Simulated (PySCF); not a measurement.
# W: dipole response in x2c-TZVPPall plus 1 even-tempered diffuse shell per l

Aim: the static polarisability and the C₆ coefficient of W, method by method.

The numbers are computed with PySCF 2.14.0 (unrestricted determinants in a Gaussian basis, no spin-orbit coupling in the energies), except any that are marked as measured or tabulated.

**1. What is computed**

| Quantity | Value |
| --- | --- |
| Element | tungsten (Z = 74) |
| Basis | x2c-TZVPPall with one added diffuse shell each of s, p, d, f type (12s8p8d4f1g, 113 functions) |
| Hamiltonian | the spin-free X2C one-electron Hamiltonian (Gaussian nucleus) |
| State 1 | W: [Xe] 4f14 5d4 6s2, high-spin 5D determinant |
| Methods | PBE0 |

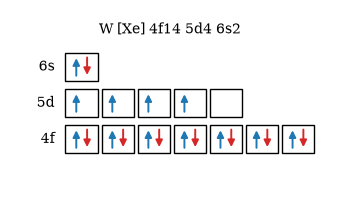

Occupation of the outer shells (arrows by Hund's rule).

One driver process ran all states and methods and kept the integrals in memory. Each run is shown as a PySCF script that sums up its settings (the driver passes frozen orbitals as a list and adds second-order terms of double hybrids); the logs are those of the runs themselves. The driver starts from symmetry-adapted Hartree-Fock orbitals, holds the occupation by maximum overlap and uses a logarithmic radial grid for functionals, so a plain start would take other cycles.

The integrals over 113 functions and the set-up took 15 s of CPU time.

**2. W: PBE0**

#### PBE0

Input file input.py:

```python
from pyscf import gto, scf, dft, mp, cc
import basis_set_exchange as bse
mol = gto.M(atom="W 0 0 0", charge=0, spin=4, symmetry="D2h",
            basis=gto.basis.parse(bse.get_basis("x2c-TZVPPall", elements=["W"], fmt="nwchem", augment_diffuse=1)),
            nucmod="G")
mf = dft.UKS(mol, xc="PBE0").sfx2c1e()
mf.irrep_nelec = {'Ag': (11, 10), 'B1g': (3, 2), 'B2g': (3, 2), 'B3g': (3, 2), 'Au': (1, 1), 'B1u': (6, 6), 'B2u': (6, 6), 'B3u': (6, 6)}
mf.kernel()
```

Log:

```text
damping factor = 0
level_shift factor = 0
DIIS = <class 'pyscf.scf.diis.CDIIS'>
diis_start_cycle = 1
diis_space = 10
diis_damp = 0
SCF conv_tol = 1e-09
SCF conv_tol_grad = None
number electrons alpha = 39  beta = 35
XC functionals = PBE0
    C. Adamo and V. Barone.,  J. Chem. Phys. 110, 6158 (1999)
    M. Ernzerhof and G. E. Scuseria.,  J. Chem. Phys. 110, 5029 (1999)
cycle= 1 E= -16143.2478746007  delta_E= -0.025  |g|= 0.206  |ddm|= 0.512
cycle= 2 E= -16143.2478235552  delta_E= 5.1e-05  |g|= 0.207  |ddm|= 0.222
cycle= 3 E= -16143.2518042833  delta_E= -0.00398  |g|= 0.0139  |ddm|= 0.111
cycle= 4 E= -16143.2519203541  delta_E= -0.000116  |g|= 0.00377  |ddm|= 0.0344
cycle= 5 E= -16143.2519668199  delta_E= -4.65e-05  |g|= 0.00127  |ddm|= 0.0199
cycle= 6 E= -16143.2519769938  delta_E= -1.02e-05  |g|= 0.000225  |ddm|= 0.013
cycle= 7 E= -16143.2519771261  delta_E= -1.32e-07  |g|= 2.11e-05  |ddm|= 0.0017
cycle= 8 E= -16143.2519771274  delta_E= -1.27e-09  |g|= 2.14e-06  |ddm|= 0.000183
cycle= 9 E= -16143.2519771274  delta_E= -7.28e-12  |g|= 3.16e-07  |ddm|= 1.72e-05
converged SCF energy = -16143.2519771274  <S^2> = 6.0110579  2S+1 = 5.0044212
```

It used 2.5 min of CPU time after the integrals (shared host).

The occupied shells:

```csv
shell,electrons,mean orbital energy (eV),spread (eV),rms radius (bohr)
1s β,1,-69418.1,0,0.0208
1s α,1,-69418.1,0,0.0208
2s α,1,-12017.6,0,0.0839
2s β,1,-12017.4,0,0.0839
2p α,3,-10545.2,0.047,0.0762
2p β,3,-10545.0,0.096,0.0762
3s α,1,-2784.8,0,0.215
3s β,1,-2784.7,0,0.215
3p α,3,-2344.6,0.174,0.216
3p β,3,-2344.5,0.189,0.216
3d α,5,-1820.8,0.156,0.197
3d β,5,-1820.6,0.200,0.197
4s α,1,-582.82,0,0.478
4s β,1,-582.62,0,0.478
4p α,3,-436.94,0.347,0.509
4p β,3,-436.75,0.396,0.509
4d α,5,-247.04,0.338,0.551
4d β,5,-246.78,0.484,0.551
5s α,1,-83.505,0,1.14
5s β,1,-81.498,0,1.14
5p α,3,-47.092,0.146,1.33
5p β,3,-44.229,0.965,1.33
4f α,7,-37.793,0.394,0.679
4f β,7,-37.409,0.503,0.679
6s α,1,-6.876,0,3.46
5d α,4,-6.648,0.560,2.23
6s β,1,-5.403,0,3.46
```

⟨S²⟩ = 6.011, ⟨L²⟩ = 6.18.

The driver then solved the coupled dipole response at imaginary frequencies: mean α = 72.80 bohr³ (xx, yy, zz: 75.03, 75.03, 68.34), C₆ = 890.5 au for a like pair.

Spin-orbit coupling, absent here, splits the open shell strongly.

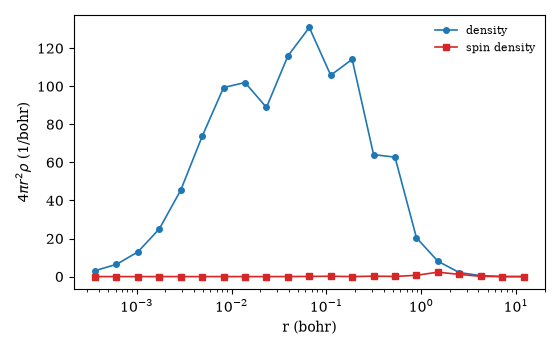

Radial density 4πr²ρ of W at PBE0, without picture-change correction, at 21 stored radii joined by straight lines.

**3. The response side by side**

W, in atomic units:

```csv
method,mean α,C₆ (like pair),S(−4)
PBE0,72.80,890.5,2132
```

Reference α: 68 ± 15 bohr³ (recommended; Schwerdtfeger and Nagle, table of static dipole polarizabilities (2023 update)). Published C₆: 757.0 (Gould and Bucko (2016)).

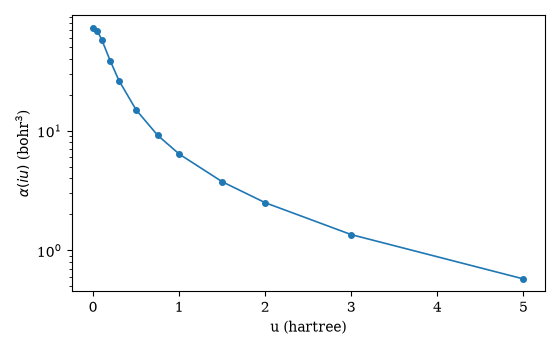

α(iu) of W, the polarisability at imaginary frequency, on a logarithmic scale.

**4. What came out**

```
quantity                                value
  α of W  72.80 (PBE0) bohr³; reference 68.00
```

For W PBE0 differs from the reference by +7 %. All values hold for this basis alone; no basis-set limit was taken.
